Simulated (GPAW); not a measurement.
Consider Ti3InC (Pm-3m).

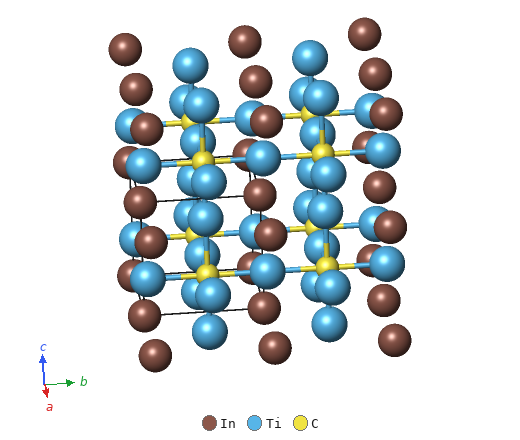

The structure (indium brown, titanium blue, carbon yellow). 2×2×2 cells are drawn. Some periodic images of atoms are drawn too.

```
In Ti C
1.0
     4.23556    0.00000    0.00000
     0.00000    4.23556    0.00000
     0.00000    0.00000    4.23556
In Ti C
1 3 1
Direct
  0.00000 0.00000 0.00000
  0.00000 0.50000 0.50000
  0.50000 0.00000 0.50000
  0.50000 0.50000 0.00000
  0.50000 0.50000 0.50000
```

Absorber: atom 5, with 6 Ti at 2.12 Å (octahedral, site symmetry m-3m). Method: GPAW, LDA, excited-electron core hole (neutral cell), 20-atom cell with 7.3 Å between holes, 5×5×5 k points, dipole transitions, Gaussian full width 0.9 eV up to 4 eV, rising linearly to 3.5 eV at 25 eV.

Q: What does the C K edge look like?

Main maxima up to 24 eV above the zero (height): 0.5 eV (1.16), 2.8 eV (3.04), 7.5 eV (1.43) and 12.8 eV (1.24). A K edge sees empty p states; the first features are C p mixed into the empty d states of the Ti neighbours, and the broad ones above probably into the cations' higher empty bands. The total-energy difference is 285.48 eV. One term is added: -6.67 eV, since the hole is spin-paired here and a spin-polarised one costs that much less in the free atom (computed apart). The photon energy is then 278.81 eV. The functional leaves an error in such absolute values: in the free atom LDA prices this hole 2.9 eV below PBE (computed apart), and PBE is itself good to a few eV.

The C K spectrum (energy from the lowest empty level; intensity scaled to a mean of 1 over the first 20 eV):

```tsv
E (eV)	intensity
-2.0	0.00
-0.5	0.07
1.0	0.81
2.5	2.47
4.0	1.75
5.5	1.00
7.0	1.27
8.5	1.17
10.0	0.62
11.5	0.92
13.0	1.23
14.5	0.82
16.0	0.47
17.5	0.46
19.0	0.57
20.5	0.59
22.0	0.59
23.5	0.75
25.0	0.80
26.5	0.69
28.0	0.66
29.5	0.71
31.0	0.67
```

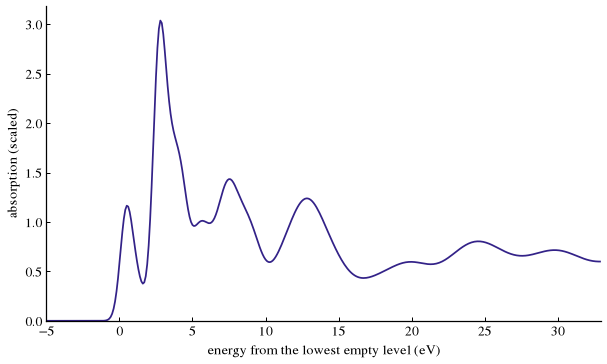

The C K edge.

The structure is a computed Materials Project entry and may be a hypothetical form.

[Banner, clock and machine lines of the logs are left out without a mark of their own.]

[Logs are printed without paths, hosts, clocks, repeated set-up lines and the standing remarks that a program may print on its own settings, such as how far it seeks lower states.]

[Hosts, paths, dates, database ids (printed as entryN), source tags and the programs' standing remarks are cut or masked in the printed files.]

[Lists of maxima count a maximum above −3 eV only where it reaches 4 % of the highest in the window and stands out from its surroundings by 2 % of it (1.5 % where it reaches 55 %); shoulders and weaker maxima are passed over, and of the rest the first, up to two pre-edge ones and the few strongest are named.]
